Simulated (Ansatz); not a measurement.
# doublet [HfCl4]+ at 4 levels

Wanted: a comparison of 4 runs (U-revPBE/def2-SVP, UPBE/def2-SVP, USVWN5/def2-SVP, UCCSD(T)/def2-SVP) of doublet [HfCl4]+. 

Program for the calculation: Ansatz 0.2.0.

### 1 The molecule

[HfCl4]+ has 5 atoms, charge +1, and is taken as a doublet. As SMILES of the parent species, `[Cl][Hf]([Cl])([Cl])[Cl]`. Geometry: relaxed at PBE0-D4/def2-TZVP. That shape belongs to the parent species and isn't relaxed for this state.

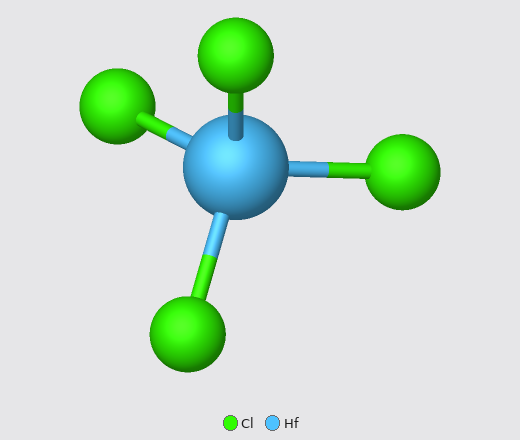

The structure, seen from a chosen angle (chlorine green, hafnium blue).

### 2 The energy at U-revPBE/def2-SVP (core potential) (run 1)

Contents of job.yaml:

```yaml
basis:
  gaussian:
    orbitals: def2-SVP
crystal:
  periodic: [false, false, false]
  atoms:
    - {symbol: Cl, position_ang: [-0.049920, -0.218520, 2.307050]}
    - {symbol: Hf, position_ang: [0.000120, -0.000030, 0.000030]}
    - {symbol: Cl, position_ang: [1.506260, -1.521760, -0.888040]}
    - {symbol: Cl, position_ang: [-2.112190, -0.411630, -0.860750]}
    - {symbol: Cl, position_ang: [0.655730, 2.151940, -0.558290]}
total_charge: 1
output: {orbitals: {seedname: orbitals}}
hamiltonian:
  xc: {name: revPBE}
magnetization:
  spin_polarized: true
  initial_magnetization: 1
accuracy: high
```

Launch:

```sh
$ ansatz run job.yaml --threads 1 --pin off --max-ram 3480MiB --events-out events.jsonl --progress --plain --runs-dir runs
```

Output:

```text
Warning: RAYON_NUM_THREADS=1 ignored (pool sized by the plan → 1); use --threads N
Functional definition: revPBE
  name "revPBE"
  parameter kappa = 1.245
  parameter beta = 0.06672455060314922
  exchange = pbe_x(kappa = kappa, mu = beta*pi^2/3)
  correlation = pbe_c(beta = beta)
2067 factors; integrals over basis functions are off by at most 3.9e-8 eV
mean field evaluation 1: about -51369.8675 eV, gradient 1.8e1 eV
mean field evaluation 2: about -51363.0308 eV, gradient 3.4e1 eV
mean field evaluation 4: about -51370.5873 eV, gradient 1.1e1 eV
mean field evaluation 8: about -51370.7350 eV, gradient 9.8e0 eV
mean field evaluation 16: about -51371.6435 eV, gradient 4.9e-2 eV
mean field evaluation 32: about -51371.5881 eV, gradient 5.6e-1 eV
mean field evaluation 64: about -51371.6448 eV, gradient 9.5e-6 eV
mean field evaluation 96: about -51371.6444 eV, gradient 1.3e-1 eV
mean field -51371.64483707 eV, -1887.8731268108 hartree, gradient 2.0e-8 eV, S^2 0.752619; 10 other end points of the search recorded, 0 dependent functions left out
reference -51371.64484512 eV, -1887.8731271066 hartree; 40, 39 occupied and 64, 65 virtual orbitals, 2067 factors
Total energy: -51371.64484512 eV, -1887.8731271066 hartree
```

Wall time 29 s (1 thread of AMD EPYC 9R45 (Zen 5), shared host); peak memory 0.44 GiB.

### 3 A single-point energy at UPBE/def2-SVP (core potential) (run 2)

Contents of input.yaml:

```yaml
crystal:
  periodic: [false, false, false]
  atoms:
    - symbol: Cl
      position_ang: [-0.049920, -0.218520, 2.307050]
    - symbol: Hf
      position_ang: [0.000120, -0.000030, 0.000030]
    - symbol: Cl
      position_ang: [1.506260, -1.521760, -0.888040]
    - symbol: Cl
      position_ang: [-2.112190, -0.411630, -0.860750]
    - symbol: Cl
      position_ang: [0.655730, 2.151940, -0.558290]
basis:
  gaussian:
    orbitals: def2-SVP
total_charge: 1
magnetization:
  spin_polarized: true
  initial_magnetization: 1
hamiltonian:
  xc: pbe
accuracy: high
output: {orbitals: {seedname: orbitals}}
```

Launch:

```sh
$ ansatz run input.yaml --threads 1 --pin off --max-ram 3480MiB --events-out events.jsonl --progress --plain --runs-dir runs
```

Output, cut to the lines that bear on the results:

```text
Warning: RAYON_NUM_THREADS=1 ignored (pool sized by the plan → 1); use --threads N
Functional definition: PBE
  name "PBE"
[...]
2067 factors; integrals over basis functions are off by at most 3.9e-8 eV
[...]
mean field -51359.65866411 eV, -1887.4326430790 hartree, gradient 1.7e-8 eV, S^2 0.752467; 10 other end points of the search recorded, 0 dependent functions left out
reference -51359.65867056 eV, -1887.4326433162 hartree; 40, 39 occupied and 64, 65 virtual orbitals, 2067 factors
Total energy: -51359.65867056 eV, -1887.4326433162 hartree
```

Run time: 33 s. Hardware: 1 thread of AMD EPYC 9R45 (Zen 5), shared host; peak memory 0.45 GiB.

Run 3 isn't shown in full; the table further down has it.

### 4 A single-point energy at UCCSD(T)/def2-SVP (core potential) (run 4)

Contents of molecule.yaml:

```yaml
crystal:
  periodic: [false, false, false]
  atoms:
    - {symbol: Cl, position_ang: [-0.049920, -0.218520, 2.307050]}
    - {symbol: Hf, position_ang: [0.000120, -0.000030, 0.000030]}
    - {symbol: Cl, position_ang: [1.506260, -1.521760, -0.888040]}
    - {symbol: Cl, position_ang: [-2.112190, -0.411630, -0.860750]}
    - {symbol: Cl, position_ang: [0.655730, 2.151940, -0.558290]}
basis:
  gaussian: {orbitals: def2-SVP}
scf: {omitted_lower_state_checks: [cluster_reference, increment]}
accuracy: high
correlation: {method: ccsd_t, frozen_orbitals: {Cl: 5, Hf: 0}}
magnetization: {spin_polarized: true, initial_magnetization: 1}
total_charge: 1
```

Launch:

```sh
$ ansatz run molecule.yaml --threads 1 --pin off --max-ram 3480MiB --events-out events.jsonl --progress --plain --runs-dir runs
```

Output:

```text
Warning: RAYON_NUM_THREADS=1 ignored (pool sized by the plan → 1); use --threads N
[... 23 lines left out ...]
20 core orbitals not correlated: weight in the atoms' cores, before any rotation towards them, 1.000 or more for the frozen orbitals, at most 0.000 for the correlated occupied ones
[... 78 lines left out ...]
Total energy: -51309.93747849 eV, -1885.6054232097 hartree
Checks for a lower state left out: cluster_reference, increment
```

It took 4.4 min on 1 thread of AMD EPYC 9R45 (Zen 5), shared host; peak memory 1.5 GiB.

### 5 All runs side by side

| run | level | frozen core orbitals | energy (Eh) | HOMO energy (eV) | ⟨S²⟩ | wall time |
| --- | --- | --- | --- | --- | --- | --- |
| 1 | U-revPBE/def2-SVP (core potential) | – | -1887.873127 | -13.57 | 0.753 | 29 s |
| 2 | UPBE/def2-SVP (core potential) | – | -1887.432643 | -13.60 | 0.752 | 33 s |
| 3 | USVWN5/def2-SVP (core potential) | – | -1882.124726 | -13.72 | 0.752 | 13 s |
| 4 | UCCSD(T)/def2-SVP (core potential) | 20 | -1885.605423 | – | 0.758 | 4.4 min |

### 6 Outcome

| quantity | value |
| --- | --- |
| run 4: total energy | -1885.60542 Eh |
| run 4: correlation energy (20 core orbitals frozen) | -800.4 mEh |
| run 4: (T) correction | -29.74 mEh |
| run 4: ⟨S²⟩ of the reference determinant | 0.758 |
| run 4: T1 diagnostic | 0.058 |

Totals of different functionals can't be ranked against each other. All runs together took 5.7 min, the longest 4.4 min.
